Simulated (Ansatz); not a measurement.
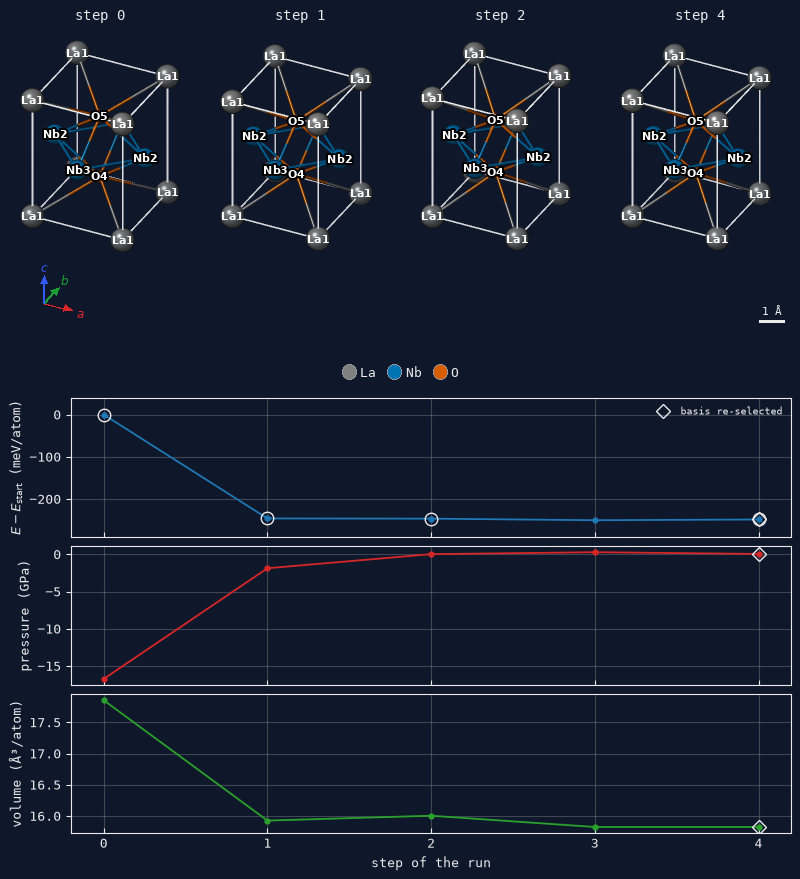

Frames of a relaxation of crystalline LaNb2O2 (a generated structure, set up in P4/mmm) (coarse preliminary run), marked on the history of the run. Style: ball-and-stick. Shown: the cell of the calculation, from a free direction.

Computed with Ansatz, DFT PBE, scalar-relativistic, plane waves, PAW.

Input
```yaml
crystal:
  lattice:
    - [4.03738812, 0.0, 0.0]
    - [0.0, 4.03738812, 0.0]
    - [0.0, 0.0, 5.47659811]
  atoms:
    - { symbol: La, position: [0.0, 0.0, 0.0] }
    - { symbol: Nb, position: [0.0, 0.5, 0.5] }
    - { symbol: Nb, position: [0.5, 0.0, 0.5] }
    - { symbol: O, position: [0.5, 0.5, 0.23999999] }
    - { symbol: O, position: [0.5, 0.5, 0.76000001] }
basis:
  ecutwfc: 420
kpoints:
  mp_grid: { grid: [4, 4, 4] }
hamiltonian:
  xc: pbe
scf:
  occupations: { method: gaussian, width: 0.1 }
  lower_state_search: "off"
output:
  forces: true
  stress: true
  eigenvalues: true
relax:
  adjacent_minimum: "off"
  f_tol: 0.04
  max_steps: 70
  cell: { stress_tol: 0.4 }
```

Launched with:
```bash
ansatz run input.yaml --threads 1 --pin off --max-ram 2560MiB --backend cpu --events-out ev --progress --plain --runs-dir out
```

Q: What happens along the run?

A: After 3 accepted moves (4 points after the start) the energy has fallen by 248 meV per atom. The largest force component goes from 2.4 to 0.038 eV/Å. Pressure: −16.73 GPa at the start and 0.06 GPa at the end. At 1 point the geometry stayed and the basis and grid were re-selected for the new cell (energy shift of 1.7 meV per atom at most each time). The largest moves relative to the cell, 0.19 Å, are those of O4 and O5. O4 goes along +c. La and Nb stay in place. The drawn cell changes as follows: a = b 4.037 → 3.804 Å (−5.8 %), c 5.477 → 5.467 Å (−0.2 %); the volume changes by −11.4 %. Among the contacts that change: Nb2–O4 2.470 → 2.266 Å, Nb2–Nb3 2.855 → 2.690 Å, La1–Nb2 3.402 → 3.330 Å, La1–O4 3.143 → 3.081 Å. The space group stays P4/mmm (No. 123). The run took 37 s on 1 thread of Intel(R) Xeon(R) Processor @ 2.50GHz (Skylake/Cascade Lake), with other jobs on the host, peak memory 0.42 GiB. From step 0 to 1: O atoms move most (0.16 Å), volume −10.8 %, energy −246 meV per atom. From step 1 to 2: O atoms move most (0.05 Å), volume +0.5 %, energy −0.5 meV per atom. From step 2 to 4: O atoms move most (0.02 Å), volume −1.1 %, energy −2.0 meV per atom.

Limits of the set-up: the k-point mesh is coarse for a cell with partly filled bands.
